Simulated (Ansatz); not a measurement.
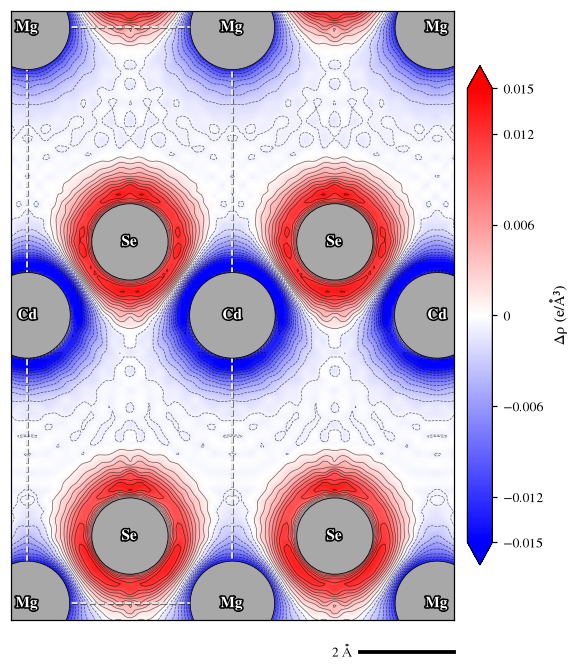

MgCd$_{3}$Se$_{4}$. Difference of the valence pseudo-densities of two functionals at the same geometry, on the (100) plane of the calculation cell: r2SCAN less LDA.

Space group P-4m2; a structure generated by program, which may or may not match a known phase.

Both computed with Ansatz (plane waves, PAW), on the same k-point mesh. Grey discs cover the atomic cores.

```cif
data_structure
_symmetry_space_group_name_H-M 'P 1'
_symmetry_Int_Tables_number 1
_cell_length_a 4.3540
_cell_length_b 4.3540
_cell_length_c 12.2378
_cell_angle_alpha 90.000
_cell_angle_beta 90.000
_cell_angle_gamma 90.000
_cell_volume 231.99
loop_
_atom_site_label
_atom_site_type_symbol
_atom_site_fract_x
_atom_site_fract_y
_atom_site_fract_z
_atom_site_occupancy
Mg1 Mg 0.50000 0.50000 0.50000 1
Cd1 Cd 0.00000 0.00000 0.74486 1
Cd2 Cd 0.50000 0.50000 0.00000 1
Cd3 Cd 0.00000 0.00000 0.25514 1
Se1 Se 0.50000 0.00000 0.12753 1
Se2 Se 0.00000 0.50000 0.38319 1
Se3 Se 0.50000 0.00000 0.61681 1
Se4 Se 0.00000 0.50000 0.87247 1
```

**What does the difference map show?**

Against LDA, r2SCAN gives less density around Mg (−0.007 e/Å³ on average at 1.0 Å from the nucleus), less density around Cd (−0.016 e/Å³ on average at 1.1 Å from the nucleus), more density around Se (+0.012 e/Å³ on average at 1.0 Å from the nucleus) and a change of +0.006 e/Å³ at the midpoint of Mg–Se.
